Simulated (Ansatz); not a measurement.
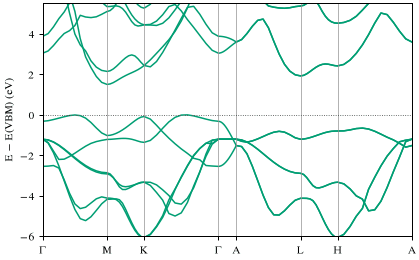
Fig. 1. Band structure from plane-wave PAW LDA (Ansatz code)

Question: Read off the gap and where the band edges lie.

Answer: About 1.5 eV (1.50 eV by a search for the band edges); maximum on the K–Γ line, 55 % of the way from K, minimum at M.

Question: Pick the material that matches.
(A) LaN, P6_3mc (La on 2b, N on 2b)
(B) LiGeN, P6_3mc (Li on 2b, Ge on 2a, N on 2b)
(C) CdS, P6_3mc (Pearson symbol hP12)
(D) PbI2, P6_3mc (Pb on 2b, I on 2b, I on 2a)

Answer: B, LiGeN, P6_3mc (Li on 2b, Ge on 2a, N on 2b)

The first step of the workflow began from a Materials Project structure, measured or hypothetical; the Crystallography Open Database copy checked does not list it. Its standing as an ambient phase is unchecked. The cell was relaxed with LDA under the symmetry of its start; whether a distortion lowers the energy is not shown. Spin–orbit coupling is left out wherever it is not named.

Potentials: the later of the program's two PAW sets.
